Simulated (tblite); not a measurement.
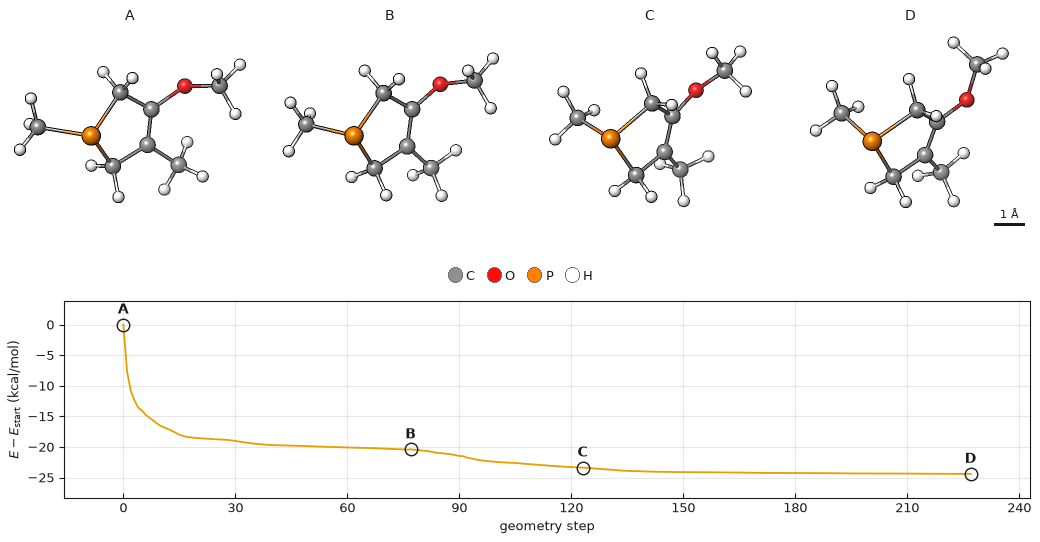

Frames of a relaxation of C7H13OP, marked on the history of the run. Style: ball-and-stick. Shown at a tilt.

These are results of tblite 0.8.0, GFN2-xTB geometry optimisation, gas phase, not measurements. 

**Describe the path.**

The largest move after the best rigid fit is that of an H atom, 2.14 Å. Largest moves by element: H 2.14 Å, C 1.16 Å, O 0.48 Å, P 0.35 Å. Among the contacts that change: C–O 1.441 → 1.374 Å, C–C 1.282 → 1.334 Å, C–C 1.453 → 1.502 Å, C–H 1.136 → 1.089 Å. Bond angles that change, for instance: C–P–C 113.0° → 97.2°, C–P–C 111.0° → 97.2°, H–C–H 115.0° → 109.1°. Groups turn about C–O by about 95°, C–P by about 50°, C–P by about 50°. The energy falls by 24.4 kcal/mol in 227 geometry steps. From step 0 to 77: an H atom moves most (1.01 Å), energy −20.4 kcal/mol. From step 77 to 123: an H atom moves most (1.03 Å), energy −2.98 kcal/mol. From step 123 to 227: an H atom moves most (1.20 Å), energy −1.04 kcal/mol.
